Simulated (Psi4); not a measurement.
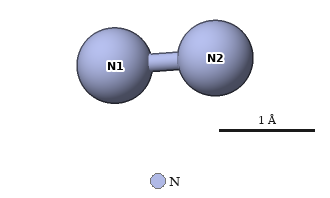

Fig. 1: The input geometry (ball-and-stick view, seen at a tilt; atoms are numbered from 1 in the order of the input).

# Run report: N₂ (charge +1), geometry relaxation (part 1 of 2)

- system: N₂, charge +1, multiplicity 2
- method: r2SCAN-3c/def2-mTZVPP, UKS (Psi4 1.11)

The starting geometry was optimised with r2SCAN-3c/def2-mTZVPP.

### Input file (job.in)
```
memory 1.6 GB

molecule {
  1 2
  N      0.496575    -0.144972     0.150321
  N     -0.512932     0.113753    -0.182861
  symmetry c1
}

set globals {
  reference uks
}

result = optimize('r2scan-3c')
```

Hardware: 1 thread of AMD EPYC (Zen 5), 176 GiB of memory available, shared host.

Command:
```bash
psi4 job.in job.out -n 1
```

### Log
```
Psi4 1.11 release

gradient() will perform analytic gradient computation.

   => Loading Basis Set <=

    Name: DEF2-MTZVPP
    Role: ORBITAL
    Keyword: BASIS

   => R2SCAN3C: Empirical Dispersion <=

        a1 =       0.420000
        a2 =       5.650000
       alp =      16.000000
        s6 =       1.000000
        s8 =       0.000000
        s9 =       2.000000
        ga =       2.000000
        gc =       1.000000
        wf =       6.000000

         ---------------------------------------------------------
                                   SCF
                              UKS Reference
                        1 Threads,   1525 MiB Core
         ---------------------------------------------------------

  ==> Geometry <==

    Molecular point group: c1
    Full point group: D_inf_h

    Geometry (in Angstrom), charge = 1, multiplicity = 2:

       Center              X                  Y                   Z               Mass
    ------------   -----------------  -----------------  -----------------  -----------------
         N            0.547049644410     0.000000000000     0.000000000000    14.003074004430
         N           -0.547049644410     0.000000000000     0.000000000000    14.003074004430

  Running in c1 symmetry.

  Rotational constants: A = ************  B =      2.01136  C =      2.01136 [cm^-1]
  Rotational constants: A = ************  B =  60299.03189  C =  60299.03189 [MHz]
  Nuclear repulsion =   23.699570585388543

  Charge       = 1
  Multiplicity = 2
  Electrons    = 13
  Nalpha       = 7
  Nbeta        = 6

  ==> Algorithm <==

  SCF Algorithm Type is DF.
  DIIS enabled.
  MOM disabled.
  Fractional occupation disabled.
  Guess Type is SAD.
  Energy threshold   = 1.00e-08
  Density threshold  = 1.00e-08
  Integral threshold = 1.00e-12

  ==> Primary Basis <==

  Basis Set: DEF2-MTZVPP
    Blend: DEF2-MTZVPP
    Number of shells: 20
    Number of basis functions: 48
    Number of Cartesian functions: 52
    Spherical Harmonics?: true
    Max angular momentum: 2

  ==> DFT Potential <==

   => LibXC <=

    Version 7.1.2

   => Composite Functional: R2SCAN3C <=

    Deriv               =              1
    GGA                 =           TRUE
    Meta                =           TRUE

    Exchange Hybrid     =          FALSE
    MP2 Hybrid          =          FALSE

   => Exchange Functionals <=

    1.0000   XC_MGGA_X_R2SCAN

   => Correlation Functionals <=

    1.0000   XC_MGGA_C_R2SCAN

   => LibXC Density Thresholds  <==

    XC_MGGA_C_R2SCAN:  1.00E-15
    XC_MGGA_X_R2SCAN:  1.00E-11

   => Molecular Quadrature <=

    Radial Scheme          =       TREUTLER
    Pruning Scheme         =           NONE
    Nuclear Scheme         =       TREUTLER

    Blocking Scheme        =         OCTREE
    BS radius alpha        =              1
    Pruning alpha          =              1
    Radial Points          =             75
    Spherical Points       =            302
    Total Points           =          42988
    Total Blocks           =            388
    Max Points             =            255
    Max Functions          =             48
    Weights Tolerance      =       1.00E-15

   => Loading Basis Set <=

    Name: (DEF2-MTZVPP AUX)
    Role: JKFIT
    Keyword: DF_BASIS_SCF

  ==> Integral Setup <==

  DFHelper Memory: AOs need 0.003 GiB; user supplied 0.975 GiB.
  SCF_SUBTYPE=INCORE selected. In-core MEM_DF algorithm will be used.
  Using in-core AOs.

  ==> MemDFJK: Density-Fitted J/K Matrices <==

    J tasked:                   Yes
    K tasked:                    No
    wK tasked:                   No
    Memory [MiB]:               998
    Algorithm:                 Core
    Schwarz Cutoff:           1E-12
    Mask sparsity (%):       0.0868
    Fitting Condition:        1E-10

   => Auxiliary Basis Set <=

  Basis Set: (DEF2-MTZVPP AUX)
    Blend: DEF2-UNIVERSAL-JKFIT
    Number of shells: 50
    Number of basis functions: 154
    Number of Cartesian functions: 186
    Spherical Harmonics?: true
    Max angular momentum: 4

  Cached 100.0% of DFT collocation blocks in 0.143 [GiB].

  Minimum eigenvalue in the overlap matrix is 9.0891194092E-05.
  Reciprocal condition number of the overlap matrix is 1.9075367270E-05.
    Using symmetric orthogonalization.

  ==> Pre-Iterations <==

  SCF Guess: Superposition of Atomic Densities via on-the-fly atomic UHF (no occupation information).

   -------------------------
    Irrep   Nso     Nmo
   -------------------------
     A         48      48
   -------------------------
    Total      48      48
   -------------------------

  ==> Iterations <==

                           Total Energy        Delta E     RMS |[F,P]|

   @DF-UKS iter SAD:  -109.03560321856382   -1.09036e+02   0.00000e+00
   @DF-UKS iter   1:  -108.92017454436514    1.15429e-01   3.62474e-03 ADIIS/DIIS
   @DF-UKS iter   2:  -108.93162787663825   -1.14533e-02   1.36360e-03 ADIIS/DIIS
   @DF-UKS iter   3:  -108.93318609340977   -1.55822e-03   2.74363e-04 ADIIS/DIIS
   @DF-UKS iter   4:  -108.93325503862383   -6.89452e-05   4.93472e-05 DIIS
   @DF-UKS iter   5:  -108.93325715088312   -2.11226e-06   5.28323e-06 DIIS
   @DF-UKS iter   6:  -108.93325718740557   -3.65225e-08   6.00705e-07 DIIS
   @DF-UKS iter   7:  -108.93325718801718   -6.11607e-10   4.75488e-08 DIIS
   @DF-UKS iter   8:  -108.93325718802075   -3.56692e-12   1.18592e-08 DIIS
   @DF-UKS iter   9:  -108.93325718801931    1.43530e-12   4.19926e-08 DIIS
   @DF-UKS iter  10:  -108.93325718802095   -1.63425e-12   2.96303e-10 DIIS
  Energy and wave function converged.

  ==> Post-Iterations <==

   Electrons on quadrature grid:
      Nalpha   =    6.9999999525 ; deviation = -4.752e-08
      Nbeta    =    5.9999999750 ; deviation = -2.498e-08
      Ntotal   =   12.9999999275 ; deviation = -7.251e-08

   @Spin Contamination Metric:   4.172230487E-03
   @S^2 Expected:                7.500000000E-01
   @S^2 Observed:                7.541722305E-01
   @S   Expected:                5.000000000E-01
   @S   Observed:                5.000000000E-01

    Orbital Energies [Eh]
    ---------------------

    Alpha Occupied:

       1A    -14.752372     2A    -14.750915     3A     -1.537728
       4A     -0.978975     5A     -0.866451     6A     -0.855910
       7A     -0.855910

    Alpha Virtual:

       8A     -0.475378     9A     -0.475378    10A     -0.043545
      11A      0.032173    12A      0.048521    13A      0.048521
      14A      0.108839    15A      0.121860    16A      0.121861
      17A      0.178294    18A      0.186617    19A      0.186617
      20A      0.360736    21A      0.360736    22A      0.389966
      23A      0.416104    24A      0.416104    25A      0.671860
      26A      0.671860    27A      0.702603    28A      0.829326
      29A      1.356082    30A      1.603114    31A      1.603114
      32A      1.681838    33A      1.693912    34A      1.759008
      35A      1.759008    36A      1.885294    37A      1.885294
      38A      1.990807    39A      1.990809    40A      2.302502
      41A      2.349648    42A      2.349650    43A      2.944250
      44A      3.031213    45A      3.031213    46A      4.206881
      47A     30.693127    48A     31.282276

    Beta Occupied:

       1A    -14.737096     2A    -14.735668     3A     -1.510154
       4A     -0.895457     5A     -0.842986     6A     -0.842986

    Beta Virtual:

       7A     -0.751286     8A     -0.446177     9A     -0.446177
      10A     -0.027030    11A      0.020266    12A      0.049426
      13A      0.049426    14A      0.111592    15A      0.123829
      16A      0.123829    17A      0.181480    18A      0.181480
      19A      0.236062    20A      0.358477    21A      0.374798
      22A      0.374798    23A      0.418469    24A      0.418470
      25A      0.684197    26A      0.684197    27A      0.713152
      28A      0.867233    29A      1.402972    30A      1.619696
      31A      1.619696    32A      1.722431    33A      1.755257
      34A      1.821834    35A      1.821834    36A      1.887034
      37A      1.887034    38A      2.010912    39A      2.010915
      40A      2.345983    41A      2.371026    42A      2.371029
      43A      3.005092    44A      3.111881    45A      3.111881
      46A      4.319006    47A     30.696212    48A     31.285864

    Final Occupation by Irrep:
              A
    DOCC [     6 ]
    SOCC [     1 ]
    NA   [     7 ]
    NB   [     6 ]

  @DF-UKS Final Energy:  -108.93325718802095

   => Energetics <=

    Nuclear Repulsion Energy =             23.6995705853885426
    One-Electron Energy =                -188.4795796565719002
    Two-Electron Energy =                  69.0891610975928074
    DFT Exchange-Correlation Energy =     -13.2436930391937917
    Empirical Dispersion Energy =           0.0012838247634118
    VV10 Nonlocal Energy =                  0.0000000000000000
    Total Energy =                       -108.9332571880209457

  UHF NO Occupations:
  HONO-2 :    5  A 1.9998679
  HONO-1 :    6  A 1.9983030
  HONO-0 :    7  A 1.0000000
  LUNO+0 :    8  A 0.0016970
  LUNO+1 :    9  A 0.0001321
  LUNO+2 :   10  A 0.0001321
  LUNO+3 :   11  A 0.0001252

Computation Completed

Properties will be evaluated at   0.000000,   0.000000,   0.000000 [a0]

Properties computed using the SCF density matrix

 Multipole Moments:

 ------------------------------------------------------------------------------------
     Multipole            Electronic (a.u.)      Nuclear  (a.u.)        Total (a.u.)
 ------------------------------------------------------------------------------------

 L = 1.  Multiply by 2.5417464519 to convert [e a0] to [Debye]
 Dipole X            :          0.0000000            0.0000000            0.0000000
 Dipole Y            :          0.0000000            0.0000000            0.0000000
 Dipole Z            :          0.0000000            0.0000000            0.0000000
 Magnitude           :                                                    0.0000000

 ------------------------------------------------------------------------------------

	total time  =          4 seconds =       0.07 minutes

         ------------------------------------------------------------
                                   SCF GRAD
         ------------------------------------------------------------

  ==> Geometry <==

    Molecular point group: c1
    Full point group: D_inf_h

    Geometry (in Angstrom), charge = 1, multiplicity = 2:

       Center              X                  Y                   Z               Mass
    ------------   -----------------  -----------------  -----------------  -----------------
         N            0.547049644410     0.000000000000     0.000000000000    14.003074004430
         N           -0.547049644410     0.000000000000     0.000000000000    14.003074004430

  Nuclear repulsion =   23.699570585388543

  ==> Basis Set <==

  Basis Set: DEF2-MTZVPP
    Blend: DEF2-MTZVPP
    Number of shells: 20
    Number of basis functions: 48
    Number of Cartesian functions: 52
    Spherical Harmonics?: true
    Max angular momentum: 2

  ==> DFJKGrad: Density-Fitted SCF Gradients <==

    Gradient:                    1
    J tasked:                  Yes
    K tasked:                   No
    wK tasked:                  No
    Integrals threads:           1
    Memory [MiB]:             1144
    Schwarz Cutoff:          1E-12
    Fitting Condition:       1E-10

   => Auxiliary Basis Set <=

  Basis Set: (DEF2-MTZVPP AUX)
    Blend: DEF2-UNIVERSAL-JKFIT
    Number of shells: 50
    Number of basis functions: 154
    Number of Cartesian functions: 186
    Spherical Harmonics?: true
    Max angular momentum: 4

   => Molecular Quadrature <=

    Radial Scheme          =       TREUTLER
    Pruning Scheme         =           NONE
    Nuclear Scheme         =       TREUTLER

    Blocking Scheme        =         OCTREE
    BS radius alpha        =              1
    Pruning alpha          =              1
    Radial Points          =             75
    Spherical Points       =            302
    Total Points           =          42988
    Total Blocks           =            388
    Max Points             =            255
    Max Functions          =             48
    Weights Tolerance      =       1.00E-15

  -Total Gradient:
     Atom            X                  Y                   Z
    ------   -----------------  -----------------  -----------------
       1       -0.035288216111    -0.000000000000    -0.000000000000
       2        0.035288216111     0.000000000000    -0.000000000000

	total time  =          0 seconds =       0.00 minutes

    			-----------------------------------------

    			 OPTKING 3.0: for geometry optimizations

    			        with contributions from

    			-----------------------------------------

	                            ===> Fragment 1 <==

	 Z (Atomic Numbers)          Masses                          Geom
	       7.000000            14.003074          1.03377400  0.00000000  0.00000000
	       7.000000            14.003074         -1.03377400  0.00000000  0.00000000

	 - Coordinate -           - BOHR/RAD -       - ANG/DEG -
	 R(1,2)           =         2.067548           1.094099

	        --- Internal Coordinate Step in ANG or DEG, aJ/ANG or AJ/DEG ---
	-------------------------------------------------------------------------------
	           Coordinate      Previous         Force          Change          New
	           ----------      --------        ------          ------        ------
	               R(1,2)       1.09410        0.29073        0.01021       1.10431
	-------------------------------------------------------------------------------

	                                 ==> Convergence Check <==

	Measures of convergence in internal coordinates in au.

	Criteria marked as inactive (o), active & met (*), and active & unmet ( ).

	----------------------------------------------------------------------------------------------~
	   Step    Total Energy     Delta E     Max Force     RMS Force      Max Disp      RMS Disp   ~
	----------------------------------------------------------------------------------------------~
	  Convergence Criteria     1.00e-06 *    3.00e-04 *             o    1.20e-03 *             o~
	----------------------------------------------------------------------------------------------~
	     1    -108.93325719   -1.09e+02      3.53e-02      3.53e-02 o    1.93e-02      1.93e-02 o  ~
	----------------------------------------------------------------------------------------------

Next Geometry in Ang
	Fragment 1 (Ang)

	    N   0.5521552980   0.0000000000   0.0000000000
	    N  -0.5521552980   0.0000000000   0.0000000000

    Structure for next step:
    Molecular point group: c1
    Full point group: D_inf_h

    Geometry (in Angstrom), charge = 1, multiplicity = 2:

    N            0.552155298014     0.000000000000     0.000000000000
    N           -0.552155298014     0.000000000000     0.000000000000

gradient() will perform analytic gradient computation.

  ==> Geometry <==

    Molecular point group: c1
    Full point group: D_inf_h

    Geometry (in Angstrom), charge = 1, multiplicity = 2:

       Center              X                  Y                   Z               Mass
    ------------   -----------------  -----------------  -----------------  -----------------
         N            0.552155298014     0.000000000000     0.000000000000    14.003074004430
         N           -0.552155298014     0.000000000000     0.000000000000    14.003074004430

  Running in c1 symmetry.

  Rotational constants: A = ************  B =      1.97433  C =      1.97433 [cm^-1]
  Rotational constants: A = ************  B =  59189.04494  C =  59189.04494 [MHz]
  Nuclear repulsion =   23.480426083113628

  Charge       = 1
  Multiplicity = 2
  Electrons    = 13
  Nalpha       = 7
  Nbeta        = 6

  ==> Algorithm <==

  SCF Algorithm Type is DF.
  DIIS enabled.
  MOM disabled.
  Fractional occupation disabled.
  Guess Type is READ.
  Energy threshold   = 1.00e-08
  Density threshold  = 1.00e-08
  Integral threshold = 1.00e-12

   => Loading Basis Set <=

    Name: DEF2-MTZVPP
    Role: ORBITAL
    Keyword: BASIS

  Reading orbitals from file s2/job.default.411463.180.npy, no projection.

   => Auxiliary Basis Set <=

  Basis Set: (DEF2-MTZVPP AUX)
    Blend: DEF2-UNIVERSAL-JKFIT
    Number of shells: 50
    Number of basis functions: 154
    Number of Cartesian functions: 186
    Spherical Harmonics?: true
    Max angular momentum: 4

  Cached 100.0% of DFT collocation blocks in 0.143 [GiB].

  Minimum eigenvalue in the overlap matrix is 9.5810777334E-05.
  Reciprocal condition number of the overlap matrix is 2.0155176437E-05.
    Using symmetric orthogonalization.

  ==> Pre-Iterations <==

  SCF Guess: Orbitals guess was supplied from a previous computation.
```
